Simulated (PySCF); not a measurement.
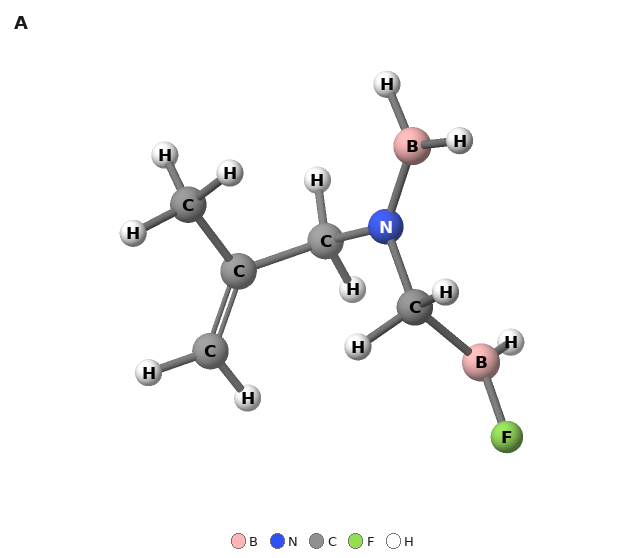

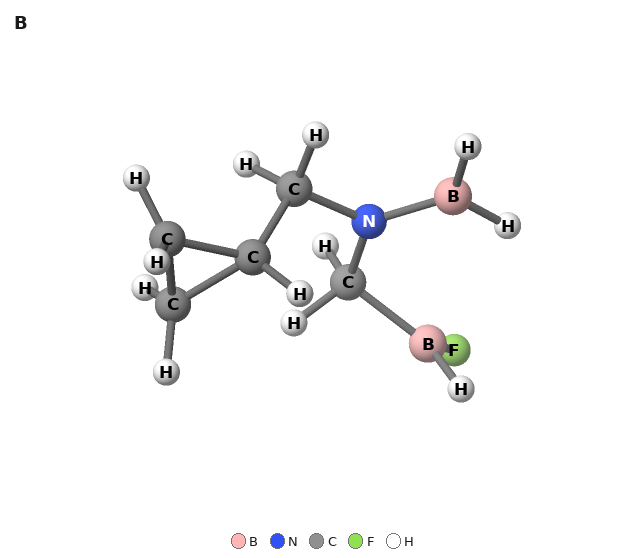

2 stationary structures of one formula. Geometries: GFN2-xTB. Electronic energies: PBE0/pcSseg-1 (PySCF 2.14.0), without zero-point energy. No frequency run is at hand to confirm each as a minimum. Each is one conformer, not always the lowest.

> Are they conformers, stereoisomers or constitutional isomers?

They are constitutional isomers of C5H12B2FN: A `BN(CBF)CC(=C)C`, B `BN(CBF)CC1CC1`.

> Which is lowest in energy, and by how much?

A is lowest; B lies 5.5 kcal/mol above it.

The geometry is semi-empirical. Around B such bond lengths and angles can be off by a tenth of an ångström or more and by several degrees, and values that hang on the shape move with them.
